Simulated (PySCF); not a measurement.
**EPR calculation of C6H13Si**

System: C6H13Si, multiplicity 2.
Method: UKS B3LYP, pcH-1 on C H Si, non-relativistic, mean-field spin-orbit, GIAO (PySCF 2.14.0).

It belongs to a series of runs on one base structure; here: H removed from Si.

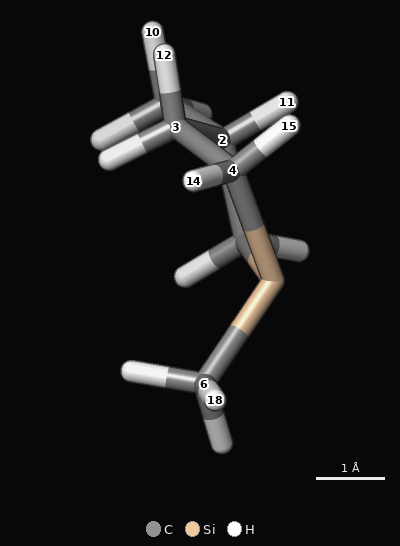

Fig. 1: The structure (stick view, seen at an oblique angle; atoms are numbered from 1 in the order of the input). Bond lengths as drawn: C–C 1.52 to 1.53 Å, C–H 1.09 to 1.10 Å and C–Si 1.91 to 1.92 Å.

### The input
```
{"job": {"kind": "epr", "basis": "pcH-1"}, "charge": 0, "multiplicity": 2}
C     -2.344650     0.614813     0.693917
C     -1.166372    -0.315413     0.429382
C     -0.776916    -0.330691    -1.051345
C      0.470024    -1.195518    -1.224398
Si     1.535054    -0.715183     0.296976
C      2.905408     0.546953    -0.124954
C      0.068913     0.081329     1.242425
H     -2.095396     1.635499     0.407352
H     -2.606440     0.610991     1.749997
H     -3.217150     0.304124     0.121948
H     -1.451401    -1.335492     0.712445
H     -1.605667    -0.697628    -1.661571
H     -0.558779     0.692879    -1.368533
H      0.957360    -1.001310    -2.178907
H      0.191527    -2.249369    -1.214861
H      2.493302     1.408347    -0.648879
H      3.394973     0.909059     0.773798
H      3.666843     0.105010    -0.760015
H     -0.039213    -0.226859     2.280526
H      0.173435     1.169139     1.243486
```

The first line tells a small driver script what to run in PySCF; the rest is the geometry in Å.

Machine: 1 CPU thread, shared host.

Command:
```bash
OMP_NUM_THREADS=1 python <driver script> task.json out
```

### Log
```
UKS, coarse grid
  cycle   1  E = -525.86534579  |g| = 4.56e-01
  cycle   2  E = -525.79278794  |g| = 5.85e-01
  cycle   3  E = -525.97101389  |g| = 5.16e-02
  cycle   4  E = -525.97195066  |g| = 2.99e-02
  cycle   5  E = -525.97238460  |g| = 5.74e-03
  cycle   6  E = -525.97240196  |g| = 1.53e-03
  cycle   7  E = -525.97240241  |g| = 5.31e-04
UKS, final grid
  cycle   1  E = -525.97244288  |g| = 6.47e-04
  cycle   2  E = -525.97244272  |g| = 8.75e-04
  cycle   3  E = -525.97244309  |g| = 5.17e-05
  cycle   4  E = -525.97244309  |g| = 1.89e-05
E = -525.97244309 Eh   <S^2> = 0.7512 (exact 0.7500)
g shifts (ppm)      1          2          3
  rmc          -142       -142       -142
  gc             12         71         93
  oz_so        -110       1440       2202
  total        -241       1368       2153
hyperfine (MHz)  atom isotope    a_iso     a_fc   dipolar eigenvalues
    0   13C       1.23       1.23     -0.42     -0.40      0.82
    1   13C       6.10       6.10     -1.08     -0.82      1.90
    2   13C      16.36      16.37     -1.71     -1.36      3.07
    3   13C      28.80      28.78     -5.42     -4.34      9.76
    4  29Si    -479.32    -480.23   -165.48     82.13     83.35
    5   13C      40.78      40.75     -4.95     -4.80      9.74
    6   13C      31.54      31.52     -5.53     -4.27      9.80
    7    1H       1.04       1.04     -0.87     -0.70      1.57
    8    1H      -0.10      -0.10     -0.79     -0.65      1.44
    9    1H       4.10       4.10     -0.72     -0.37      1.09
   10    1H      -0.57      -0.57     -2.01     -1.45      3.45
   11    1H      12.49      12.49     -1.59     -0.81      2.39
   12    1H      -0.71      -0.71     -2.04     -1.31      3.35
   13    1H       6.75       6.74     -3.73     -1.19      4.91
   14    1H      14.32      14.32     -4.74     -3.05      7.79
   15    1H      55.91      55.91     -4.26      0.02      4.23
   16    1H       0.19       0.19     -4.65     -2.53      7.18
   17    1H       0.47       0.47     -4.68     -2.53      7.20
   18    1H       9.65       9.66     -4.60     -2.95      7.55
   19    1H      25.99      25.99     -3.92     -0.51      4.42
```

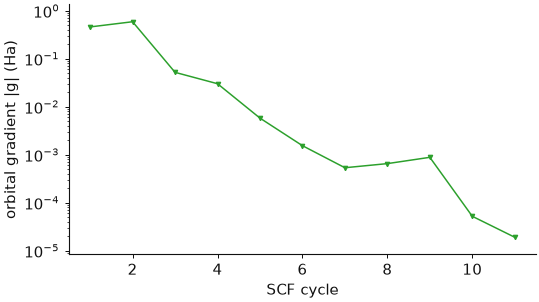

Fig. 2: Convergence of the self-consistent field: orbital gradient |g| against the SCF cycle. All cycles printed in the log are drawn one after another.

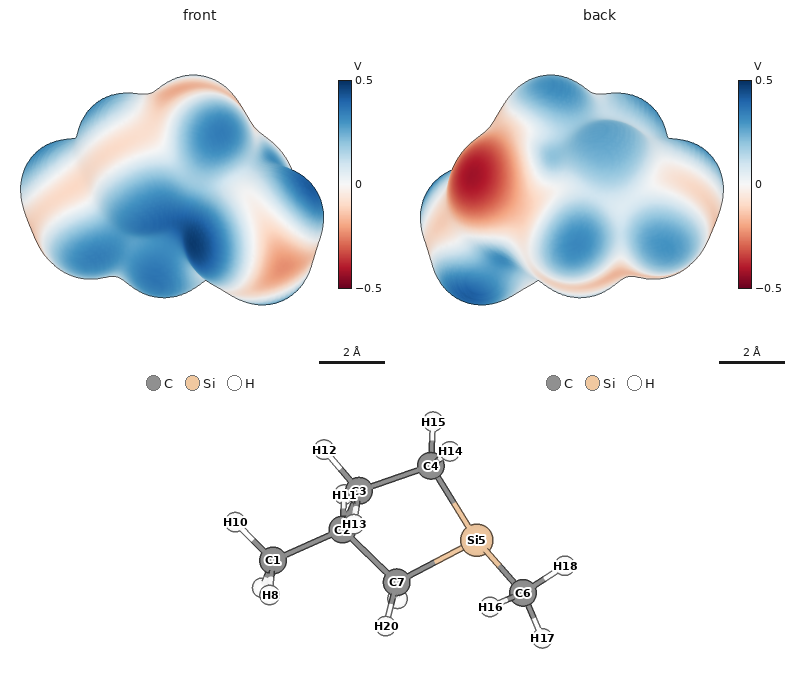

Fig. 3: The molecular electrostatic potential painted on the density surface at 0.001 e/bohr³, seen at a tilt and from behind; the colour scale runs from red (negative) to blue (positive). The bare structure is drawn below in the same view.

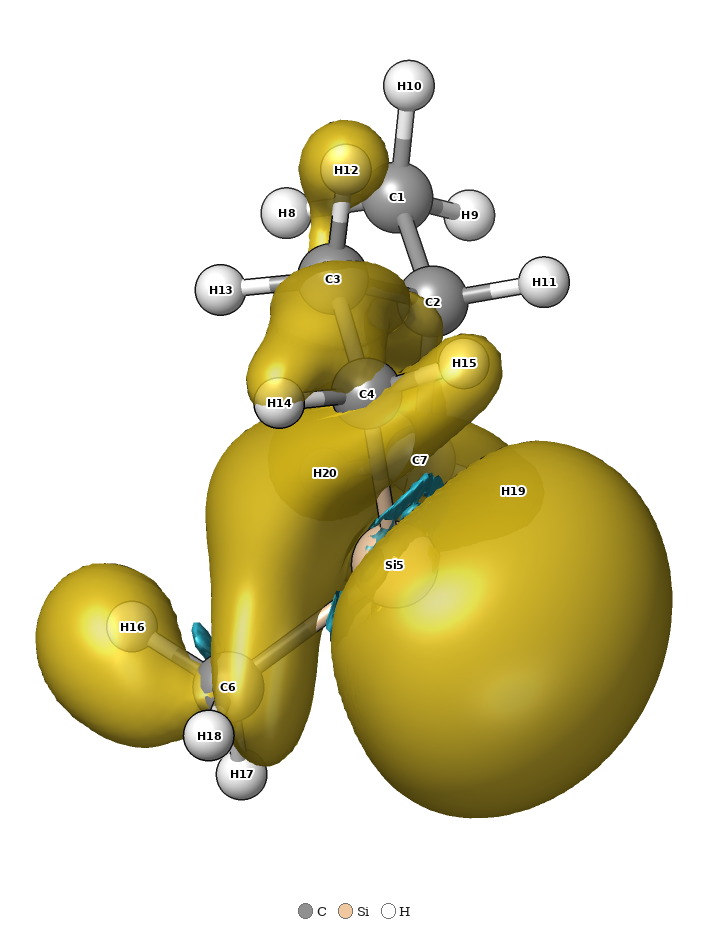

Fig. 4: Isosurfaces of the spin density at +0.004 (yellow) and −0.004 e/Å³ (cyan), seen at an oblique angle. The unpaired spin (1 electron) lies mostly on Si5 (about 0.7), in electrons by Hirshfeld's partition.

### Results in brief

| quantity | value |
| --- | --- |
| outcome | converged |
| total energy | −525.972443 hartree |
| ⟨S²⟩ | 0.751 |
| isotropic g | 2.0034 |
| wall time | 1.9 min |
| peak memory | 0.98 GiB |
